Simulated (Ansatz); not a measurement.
System (SMILES): [SiH]F (F-SiH) (closed-shell singlet).
Atoms: Si1, H2, F3. Bonds: Si1-H2, Si1-F3.

Basis-set convergence of the lowest harmonic wavenumber at CCSD(T) with Ansatz (a quantum-chemistry and plane-wave program). Each level at its own minimum, finite differences of forces, unscaled; the reference is a large set that could be run, not a limit. Cartesian d functions, on some or all atoms, in 6-31G*, 6-311G**, 6-311+G**; all else is spherical. Cores are frozen. Core-valence sets carry the plain set on hydrogen. A restricted Hartree-Fock determinant is unstable towards unrestricted orbitals. No added dispersion term, no relativity. Reference: the value in aug-cc-pV(T+d)Z, 838 cm⁻¹, itself unsure by roughly 10 cm⁻¹ (its distance from def2-TZVPPD). Deviations are taken from unrounded values. Cost is core time over that of 6-31G*, rough, on shared machines of one kind.

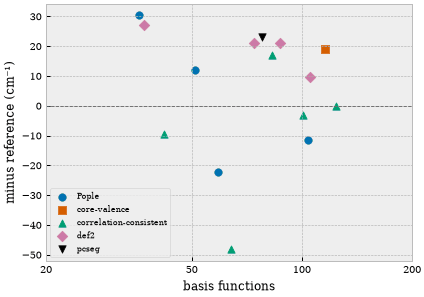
*Deviation from the reference against the number of basis functions, by family of sets.*

```
basis              functions  lowest harmonic wavenumber (cm⁻¹)  minus reference (cm⁻¹)  cost
-----------------  ---------  ---------------------------------  ----------------------  ----
6-31G*                    36                                868                      30    1×
def2-SVP                  37                                865                      27  0.9×
cc-pV(D+d)Z               42                                828                     -10    2×
6-311G**                  51                                850                      12    3×
6-311+G**                 59                                816                     -22    4×
aug-cc-pV(D+d)Z           64                                790                     -48    5×
def2-TZVP                 74                                859                      21    7×
pcseg-2                   78                                861                      23    8×
cc-pV(T+d)Z               83                                855                      17   10×
def2-TZVPP                87                                859                      21   10×
jun-cc-pV(T+d)Z          101                                835                      -3   20×
6-311++G(3df,3pd)        104                                826                     -11   20×
def2-TZVPPD              105                                847                      10   20×
cc-pCVTZ                 116                                857                      19   30×
aug-cc-pV(T+d)Z          124                                838                       0   50×
```
